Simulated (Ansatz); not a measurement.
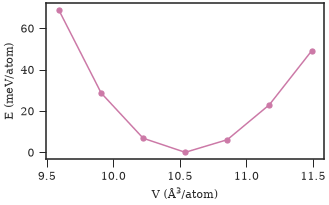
Fig. 1. Ni (fcc (Cu type), Fm-3m) under volume change, the program Ansatz at the r²SCAN level (PAW), scaled uniformly.

Question: What does a third-order Birch–Murnaghan fit give for V₀, B₀ and B′?

Answer: V₀ = 10.54 Å³/atom, B₀ = 216 GPa, B′ = 4.7.

Symmetry was held in the r²SCAN relaxation. The final state is ferromagnetic, chosen from 3 collinear starts compared on coarse meshes (ties went to the first, and starts can fall back to one state), not a proven ground state. Textbook magnetic order: ferromagnetic. Other orbital occupations within this spin state were not tried.

Potentials: the earlier of the program's two PAW sets.
